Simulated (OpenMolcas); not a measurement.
**Pm³⁺ complex: multiconfigurational calculation (part 2 of 2)**

Continued. System: Pm³⁺ with 8 ligands (F; cube, 2.548 Å), embedded in CaF2 by model potentials and point charges, whose field is part of the energies. Method: state-averaged CASSCF, active space 4 electrons in the shell 4f, basis ANO-RCC-VDZP on the metal and ANO-RCC-VDZP on the ligands, DKH2 scalar Hamiltonian, spin-orbit coupling by RASSI with atomic mean-field integrals (OpenMolcas).

## The program's output (extracts), continued
```
--- RASSI ---
SPIN-FREE ENERGIES:
  (Shifted by EMIN (a.u.) =     -10810.5470639346)

 SF State       Relative EMIN(au)   Rel lowest level(eV)    D:o, cm**(-1)

     1             0.0000000000        0.0000000000              0.0000
     2             0.0000000000        0.0000000000              0.0000
     3             0.0000000000        0.0000000000              0.0000
     4             0.0004312530        0.0117349922             94.6491
     5             0.0004312530        0.0117349922             94.6491
     6             0.0020511554        0.0558147826            450.1766
     7             0.0020511554        0.0558147826            450.1766
     8             0.0020511554        0.0558147826            450.1766
     9             0.0022910087        0.0623415238            502.8183
    10             0.0023829970        0.0648446527            523.0074
    11             0.0023829970        0.0648446527            523.0074
    12             0.0023829970        0.0648446527            523.0074
    13             0.0030162593        0.0820765955            661.9924
    14             0.0698637507        1.9010895047          15333.3209
    15             0.0698637507        1.9010895047          15333.3209
    16             0.0698637507        1.9010895047          15333.3209
    17             0.0699857913        1.9044103990          15360.1057
    18             0.0699857913        1.9044103990          15360.1057
    19             0.0699857913        1.9044103990          15360.1057
    20             0.0701489738        1.9088508221          15395.9202
    21             0.0718815095        1.9559955199          15776.1678
    34             0.0832327230        2.2648777731          18267.4712
    35             0.0832327230        2.2648777731          18267.4712
    36             0.0832327230        2.2648777731          18267.4712
    37             0.0832763215        2.2660641496          18277.0400
    38             0.0832763215        2.2660641496          18277.0400
    39             0.0832767067        2.2660746319          18277.1245
    40             0.0832767067        2.2660746319          18277.1245
    41             0.0832767067        2.2660746319          18277.1245
    42             0.0832820128        2.2662190186          18278.2891
    43             0.0834929415        2.2719586791          18324.5825
    44             0.0834929415        2.2719586791          18324.5825
    45             0.0834929415        2.2719586791          18324.5825
    46             0.0836096200        2.2751336628          18350.1905
    47             0.0836096200        2.2751336628          18350.1905
    48             0.0836096200        2.2751336628          18350.1905
    49             0.1051813488        2.8621303072          23084.6377
    50             0.1051813488        2.8621303072          23084.6377
    51             0.1051813488        2.8621303072          23084.6377
    52             0.1061585693        2.8887218333          23299.1129
Eigenvalues of complex Hamiltonian:
   -----------------------------------
  (Shifted by EMIN (a.u.) =     -10810.5470639346)

 SO State       Relative EMIN(au)   Rel lowest level(eV)    D:o, cm**(-1)

     1            -0.0194233392        0.0000000000              0.0000
     2            -0.0185710752        0.0231912853            187.0503
     3            -0.0185710752        0.0231912852            187.0503
     4            -0.0185710752        0.0231912851            187.0503
     5            -0.0180199945        0.0381869540            307.9986
     6            -0.0180199945        0.0381869540            307.9986
     7            -0.0180199945        0.0381869540            307.9986
     8            -0.0177229268        0.0462705785            373.1974
     9            -0.0177229268        0.0462705785            373.1974
    10            -0.0114050163        0.2181896818           1759.8185
    11            -0.0114050163        0.2181896818           1759.8185
    12            -0.0114050163        0.2181896819           1759.8185
    13            -0.0110154439        0.2287904854           1845.3197
    14            -0.0110154439        0.2287904854           1845.3197
    15            -0.0110154440        0.2287904853           1845.3197
    16            -0.0109353311        0.2309704668           1862.9024
    17            -0.0109353311        0.2309704667           1862.9024
    18            -0.0108924159        0.2321382501           1872.3213
    19            -0.0108924159        0.2321382502           1872.3213
    20            -0.0108924159        0.2321382501           1872.3213
    21            -0.0035855396        0.4309684815           3475.9952
    22            -0.0033805170        0.4365474308           3520.9925
    23            -0.0033805170        0.4365474308           3520.9925
    24            -0.0033805170        0.4365474309           3520.9925
    25            -0.0031482238        0.4428684509           3571.9749
    26            -0.0031482238        0.4428684510           3571.9750
    27            -0.0030724226        0.4449311077           3588.6114
    28            -0.0030724226        0.4449311076           3588.6114
    29            -0.0030724226        0.4449311076           3588.6114
    30            -0.0029935708        0.4470767737           3605.9174
    31            -0.0029336103        0.4487083823           3619.0772
    32            -0.0029336103        0.4487083823           3619.0772
    33            -0.0029336103        0.4487083822           3619.0772
    34             0.0051080602        0.6675333851           5384.0198
    35             0.0051080602        0.6675333852           5384.0198
    36             0.0051080602        0.6675333852           5384.0198
    37             0.0051803657        0.6695009162           5399.8891
    38             0.0051803657        0.6695009163           5399.8891
    39             0.0051803657        0.6695009164           5399.8891
    40             0.0052548866        0.6715287344           5416.2445
    41             0.0053946194        0.6753310575           5446.9123
Weights of the five most important spin-orbit-free states for each spin-orbit state.

 SO State  Total energy (au)           Spin-free states, spin, and weights
 -------------------------------------------------------------------------------------------------------
    1        -0.019423       4 2.0  0.2009    5 2.0  0.2009    1 2.0  0.1819    2 2.0  0.1819    3 2.0  0.1819
    2        -0.018571       5 2.0  0.2044    3 2.0  0.1984    2 2.0  0.1157   10 2.0  0.0826   13 2.0  0.0752
    3        -0.018571       1 2.0  0.2056    4 2.0  0.1339    5 2.0  0.1332    3 2.0  0.1153   13 2.0  0.0752
    4        -0.018571       2 2.0  0.2052    4 2.0  0.2041    1 2.0  0.1084   13 2.0  0.0752   11 2.0  0.0723
    5        -0.018020       8 2.0  0.1842    6 2.0  0.1712    9 2.0  0.1414    1 2.0  0.1089    2 2.0  0.0806
    6        -0.018020       7 2.0  0.1766    8 2.0  0.1716    9 2.0  0.1414    2 2.0  0.0972    1 2.0  0.0905
    7        -0.018020       7 2.0  0.1788    6 2.0  0.1770    9 2.0  0.1414    3 2.0  0.1099    2 2.0  0.0894
    8        -0.017723      12 2.0  0.1569   13 2.0  0.1424   11 2.0  0.1182    5 2.0  0.0915    4 2.0  0.0915
    9        -0.017723      10 2.0  0.1679   13 2.0  0.1424   11 2.0  0.0963    5 2.0  0.0915    4 2.0  0.0915
   10        -0.011405       4 2.0  0.1752    5 2.0  0.1330    6 2.0  0.1004    9 2.0  0.0863    1 2.0  0.0850
   11        -0.011405       4 2.0  0.1554    5 2.0  0.1527    2 2.0  0.0983    9 2.0  0.0863    1 2.0  0.0824
   12        -0.011405       5 2.0  0.1766    4 2.0  0.1316    3 2.0  0.1055    7 2.0  0.0951    9 2.0  0.0863
```

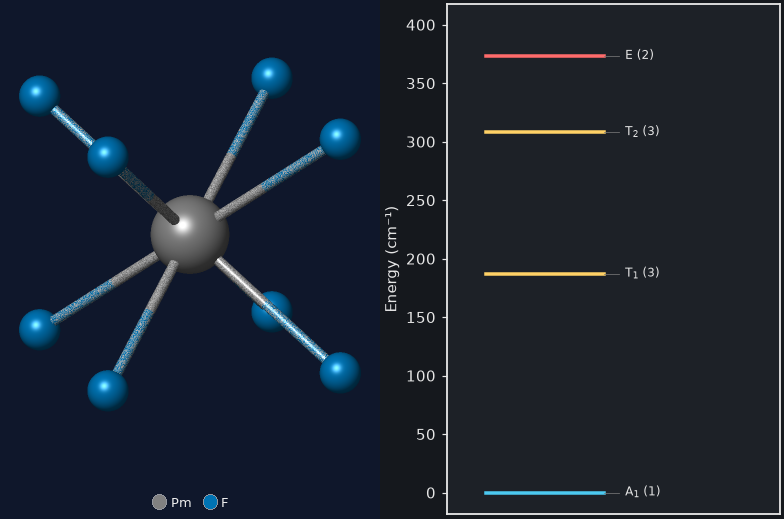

Figure 2. Pm³⁺ (4f⁴) as a dopant in CaF₂, a cluster with its 8 nearest F⁻ at 2.548 Å (cube) embedded in model potentials and point charges; the geometry was set, not optimised, and its levels. Labels give the representation in O, Td, D4 or D3 as the site allows (double group for half-integer spin) where it could be assigned and, in brackets, the degeneracy; spin-free states, where drawn, share the zero of the spin-orbit levels. The ground level is A₁, non-degenerate, 98 % from states of spin multiplicity 5 (of the 210 states of multiplicity 3, 106 enter the spin-orbit step), effective J = 4.01, with |mJ| = 0 the largest share (58 %). The next level lies at 187 cm⁻¹ (T₁). The lowest J multiplet spreads over 373 cm⁻¹. The active orbitals hold 99 to 100 % metal character (Löwdin), and the Mulliken charge of the metal is +2.32.

Outcome of the run: converged.
